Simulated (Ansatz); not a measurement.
**GaH₂+ (triplet): correlated methods under varied settings at angle H2–Ga1–H3 = 106.3°**

Aim: run GaH₂+ (triplet) at one geometry under a spread of methods and options, and see what each costs and gives.

Computed with Ansatz 0.2.0, Gaussian basis. Level: the settings change from run to run.

9 further runs of the same task are left out: 6 that didn't finish, 3 set aside as unsound or not needed.

### 1 What is computed

The geometry derives from a PBE0/def2-TZVP stationary point (not a proven minimum). One angle is set to the value named; bond lengths are kept. No spin-orbit coupling is included. The filled d shell of Ga may be among the frozen orbitals whatever the setting's name suggests; the logs give the count.

3 atoms, charge 1, spin multiplicity 3.

Atoms are counted from 1 here; the program's logs count them from 0.

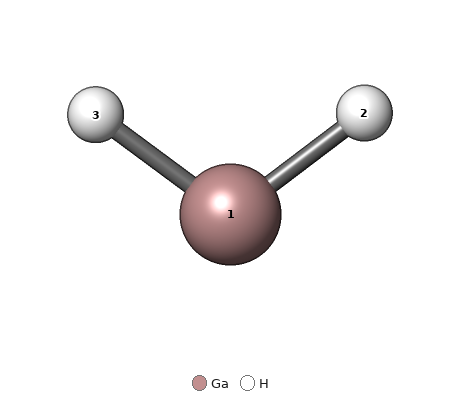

The geometry (gallium pink, hydrogen white); atoms are numbered from 1 in the order of the file.

### 2 BCCD(T) on ROHF/cc-pVDZ

File in.yaml:

```yaml
crystal:
  periodic: [false, false, false]
  atoms:
    - {symbol: Ga, position_ang: [0.000000, 0.000000, -0.029798]}
    - {symbol: H, position_ang: [0.000000, 1.414893, 1.030605]}
    - {symbol: H, position_ang: [0.000000, -1.414893, 1.030605]}
basis:
  gaussian: {orbitals: cc-pVDZ}
total_charge: 1
magnetization: {spin_polarized: false, initial_magnetization: 2}
correlation: {method: bccd_t, electrons: all}
scf: {lower_state_search: off}
output: {forces: true}
```

Run with:

```bash
ansatz run in.yaml --threads 1 --pin off --events-out ev --progress --plain --max-ram 2393MiB
```

The log of the run, cut to the lines that bear on the results:

```text
Functional definition: HF
  name "HF"
  cite "Fock, Z. Phys. 61, 126 (1930) doi:10.1007/BF01340294"
  parent pbe
[...]
408 factors; integrals over basis functions are off by at most 1.1e-3 eV
[...]
mean field -52353.71206259 eV, -1923.9634316796 hartree, gradient 2.2e-6 eV, S^2 2.000000; 0 other end points of the search recorded, 0 dependent functions left out
reference -52353.71206259 eV, -1923.9634316796 hartree; 17, 15 occupied and 20, 22 virtual orbitals, 408 factors
second order -1.72521921 eV of doubles, -0.24692092 eV of singles
cycle   1  -2.25889593 eV  change   -2.8e-1 eV  update   6.2e-2
[...]
cycle  14  -2.43006333 eV  change    2.0e-7 eV  update   2.0e-7
perturbative correction -0.07700255 eV, -0.0028297916 hartree
[...]
Total energy: -52356.21912847 eV, -1924.0555646513 hartree
Atom 0 at     0.000000     0.000000    -0.029798 Å, force     0.000000    -0.000000    -1.153688 eV/Å
Atom 1 at     0.000000     1.414893     1.030605 Å, force    -0.000000    -0.085474     0.576844 eV/Å
Atom 2 at     0.000000    -1.414893     1.030605 Å, force    -0.000000     0.085474     0.576844 eV/Å
Dipole moment:    -0.000000     0.000000     0.232487 e Å
Checks for a lower state left out: starts, cluster_reference, orbital_swaps, neighbouring_geometries, increment
```

Wall time 33 s (1 thread of Intel Xeon at 2.50GHz, shared host).

From the report: correlation -2.5071 eV; largest double amplitude 0.11.

### 3 CASSCF(16,10)/6-31G

in.yaml: that of step 2 with these lines changed.

```diff
@@ -7,7 +7,7 @@
 basis:
-  gaussian: {orbitals: cc-pVDZ}
+  gaussian: {orbitals: 6-31G}
 total_charge: 1
 magnetization: {spin_polarized: false, initial_magnetization: 2}
-correlation: {method: bccd_t, electrons: all}
-scf: {lower_state_search: off}
+correlation: {active_space: {window: {electrons: 16, orbitals: 10}}}
+accuracy: high
 output: {forces: true}
```

Same command.

The log of the run, cut to the lines that bear on the results:

```text
Functional definition: HF
  name "HF"
  cite "Fock, Z. Phys. 61, 126 (1930) doi:10.1007/BF01340294"
  parent pbe
[...]
521 factors; integrals over basis functions are off by at most 3.8e-9 eV
[...]
mean field -52345.49482466 eV, -1923.6614537556 hartree, gradient 1.3e-8 eV, S^2 2.000000; 2 other end points of the search recorded, 0 dependent functions left out
reference -52345.49482466 eV, -1923.6614537556 hartree; 17, 15 occupied and 16, 18 virtual orbitals, 521 factors
state -52346.31148628 eV, -1923.6914655165 hartree
[...]
Total energy: -52346.31148628 eV, -1923.6914655165 hartree
Atom 0 at     0.000000     0.000000    -0.029798 Å, force     0.000000    -0.000000    -1.613407 eV/Å
Atom 1 at     0.000000     1.414893     1.030605 Å, force    -0.000000     0.205632     0.806704 eV/Å
Atom 2 at     0.000000    -1.414893     1.030605 Å, force    -0.000000    -0.205632     0.806704 eV/Å
Dipole moment:    -0.000000    -0.000000     0.181597 e Å
```

Run time: 20 s. Hardware: 1 thread of Intel Xeon at 2.50GHz, shared host.

From the report: 2,025 determinants; active occupations 2.00, 2.00, 2.00, 2.00, 2.00, 2.00, 1.95, 1.00, 1.00, 0.05.

### 4 CCSD on UHF/cc-pVTZ

File in.yaml:

```yaml
crystal:
  periodic: [false, false, false]
  atoms:
    - {symbol: Ga, position_ang: [0.000000, 0.000000, -0.029798]}
    - {symbol: H, position_ang: [0.000000, 1.414893, 1.030605]}
    - {symbol: H, position_ang: [0.000000, -1.414893, 1.030605]}
basis:
  gaussian: {orbitals: cc-pVTZ}
total_charge: 1
magnetization: {spin_polarized: true, initial_magnetization: 2}
correlation: {method: ccsd, electrons: outside_noble_gas}
scf: {lower_state_search: off}
```

Launched as before.

The log of the run, cut to the lines that bear on the results:

```text
Functional definition: HF
  name "HF"
  cite "Fock, Z. Phys. 61, 126 (1930) doi:10.1007/BF01340294"
  parent pbe
[...]
438 factors; integrals over basis functions are off by at most 7.9e-4 eV
[...]
mean field -52356.14705269 eV, -1924.0529159151 hartree, gradient 2.6e-6 eV, S^2 2.076727; 0 other end points of the search recorded, 0 dependent functions left out
14 core orbitals not correlated: weight in the atoms' cores, before any rotation towards them, 0.998 or more for the frozen orbitals, at most 0.001 for the correlated occupied ones
reference -52356.14705269 eV, -1924.0529159151 hartree; 3, 1 occupied and 54, 56 virtual orbitals, 438 factors
second order -0.98366068 eV of doubles, -0.00000000 eV of singles
cycle   1  -1.22153038 eV  change   -2.4e-1 eV  update   5.7e-2
[...]
cycle  11  -1.45591605 eV  change   -1.1e-6 eV  update   1.7e-6
Total energy: -52357.60296874 eV, -1924.1064198431 hartree
Checks for a lower state left out: stability, starts, cluster_reference, orbital_swaps, neighbouring_geometries, increment
```

Wall time 4.4 s (1 thread of Intel Xeon at 2.50GHz, shared host).

From the report: ⟨S²⟩ of the determinant 2.077 (pure triplet: 2.00); correlation -1.4559 eV; T1 0.030; largest double amplitude 0.10.

### 5 CCSDT on UHF/STO-3G

in.yaml: that of step 4 with these lines changed.

```diff
@@ -7,6 +7,6 @@
 basis:
-  gaussian: {orbitals: cc-pVTZ}
+  gaussian: {orbitals: STO-3G}
 total_charge: 1
 magnetization: {spin_polarized: true, initial_magnetization: 2}
-correlation: {method: ccsd, electrons: outside_noble_gas}
-scf: {lower_state_search: off}
+correlation: {method: ccsdt, electrons: outside_noble_gas}
+accuracy: high
```

Launched as before.

The log of the run, cut to the lines that bear on the results:

```text
Functional definition: HF
  name "HF"
  cite "Fock, Z. Phys. 61, 126 (1930) doi:10.1007/BF01340294"
  parent pbe
[...]
235 factors; integrals over basis functions are off by at most 3.1e-9 eV
[...]
mean field -51751.41107540 eV, -1901.8292786547 hartree, gradient 1.5e-8 eV, S^2 2.001141; 34 other end points of the search recorded, 0 dependent functions left out
determinant -51751.41107540 eV, -1901.8292786547 hartree, with singles and doubles -51751.93689421 eV, -1901.8486021396 hartree
determinant -51751.37808953 eV, -1901.8280664464 hartree, with singles and doubles -51752.12461162 eV, -1901.8555006269 hartree
determinant -51751.15739692 eV, -1901.8199561424 hartree, with singles and doubles -51751.69198930 eV, -1901.8396020499 hartree
determinant -51751.14439692 eV, -1901.8194784013 hartree, with singles and doubles -51751.90067514 eV, -1901.8472711133 hartree
[...]
determinant -51751.15739692 eV, -1901.8199561424 hartree, with singles and doubles -51751.69214649 eV, -1901.8396078266 hartree
determinant -51751.14439692 eV, -1901.8194784013 hartree, with singles and doubles -51751.90076621 eV, -1901.8472744601 hartree
determinant -51751.05539045 eV, -1901.8162074737 hartree, with singles and doubles -51751.81141696 eV, -1901.8439909355 hartree
14 core orbitals not correlated, not the lowest: weight in the atoms' cores, before any rotation towards them, 0.002 or more for the frozen orbitals, at most 0.002 for the correlated occupied ones
reference -51751.37808953 eV, -1901.8280664464 hartree; 3, 1 occupied and 3, 5 virtual orbitals, 235 factors
second order -0.32377072 eV of doubles, -0.00000000 eV of singles
cycle   1  -0.44357364 eV  change   -1.2e-1 eV  update   3.6e-2
[...]
cycle  16  -0.53029042 eV  change  -8.5e-11 eV  update  3.2e-10
WARN: the amplitudes ended 0.216 eV above the screening CCSD of this reference; a lower solution may exist
Total energy: -51751.90837995 eV, -1901.8475542599 hartree
```

Wall time 28 s (1 thread of Intel Xeon at 2.50GHz, shared host).

From the report: ⟨S²⟩ of the determinant 2.002 (pure triplet: 2.00); correlation -0.5303 eV; T1 0.008; largest double amplitude 0.07. The report marks this result as in doubt.

### 6 CCSDT(Q) on ROHF/def2-SVPD

File in.yaml:

```yaml
crystal:
  periodic: [false, false, false]
  atoms:
    - {symbol: Ga, position_ang: [0.000000, 0.000000, -0.029798]}
    - {symbol: H, position_ang: [0.000000, 1.414893, 1.030605]}
    - {symbol: H, position_ang: [0.000000, -1.414893, 1.030605]}
basis:
  gaussian: {orbitals: def2-SVPD}
total_charge: 1
magnetization: {spin_polarized: false, initial_magnetization: 2}
correlation: {method: ccsdt_q, electrons: outside_noble_gas}
output: {forces: true}
```

Same command.

The log of the run, cut to the lines that bear on the results:

```text
Functional definition: HF
  name "HF"
  cite "Fock, Z. Phys. 61, 126 (1930) doi:10.1007/BF01340294"
  parent pbe
[...]
871 factors; integrals over basis functions are off by at most 1.5e-7 eV
[...]
mean field -52347.83856729 eV, -1923.7475847085 hartree, gradient 8.8e-6 eV, S^2 2.000000; 3 other end points of the search recorded, 0 dependent functions left out
[...]
determinant -52347.83856729 eV, -1923.7475847085 hartree, with singles and doubles -52349.69035262 eV, -1923.8156365642 hartree
determinant -52344.55496214 eV, -1923.6269144451 hartree, with singles and doubles -52346.70621100 eV, -1923.7059713822 hartree
14 core orbitals not correlated: weight in the atoms' cores, before any rotation towards them, 0.998 or more for the frozen orbitals, at most 0.002 for the correlated occupied ones
reference -52347.83856729 eV, -1923.7475847085 hartree; 3, 1 occupied and 37, 39 virtual orbitals, 871 factors
second order -1.11807501 eV of doubles, -0.23901745 eV of singles
cycle   1  -1.64710592 eV  change   -2.8e-1 eV  update   5.8e-2
[...]
cycle  13  -1.84788461 eV  change    2.0e-7 eV  update   1.6e-7
perturbative correction -0.00029779 eV, -0.0000109435 hartree
[...]
Total energy: -52349.68674969 eV, -1923.8155041589 hartree
Atom 0 at     0.000000     0.000000    -0.029798 Å, force     0.000000     0.000000    -1.236254 eV/Å
Atom 1 at     0.000000     1.414893     1.030605 Å, force     0.000000    -0.045704     0.618127 eV/Å
Atom 2 at     0.000000    -1.414893     1.030605 Å, force     0.000000     0.045704     0.618127 eV/Å
Dipole moment:     0.000000     0.000000     0.227232 e Å
```

Run time: 68 s. Hardware: 1 thread of Intel Xeon at 2.50GHz, shared host; peak memory 0.5 GiB.

From the report: correlation -1.8482 eV; T1 0.045; largest double amplitude 0.11.

### 7 The runs in one table

Where basis and cores are those of an earlier FCI/cc-pVTZ run (-52357.6294 eV), and the state is the same kind, the miss against it is given. † marks a result that the program doubts.

```csv
level,correlated,functions,energy (eV),from FCI (meV),time
BCCD(T) on ROHF/cc-pVDZ,all,37,-52356.2191,,33 s
"CASSCF(16,10)/6-31G",,33,-52346.3115,,20 s
CCSD on UHF/cc-pVTZ,outside noble gas,71,-52357.6030,26.5,4.4 s
CCSDT on UHF/STO-3G †,outside noble gas,20,-51751.9084,,28 s
CCSDT(Q) on ROHF/def2-SVPD,outside noble gas,54,-52349.6867,,68 s
```

### 8 What came out

```
quantity                             value
    runs                                 5
quickest        CCSD on UHF/cc-pVTZ, 4.4 s
 slowest  CCSDT(Q) on ROHF/def2-SVPD, 68 s
```

What this shows: Total energies in different bases, with other cores or another treatment of relativity can't be set against each other. CCSDT(Q) on ROHF/def2-SVPD took 16 times as long as CCSD on UHF/cc-pVTZ; the jobs differ in more than the method.
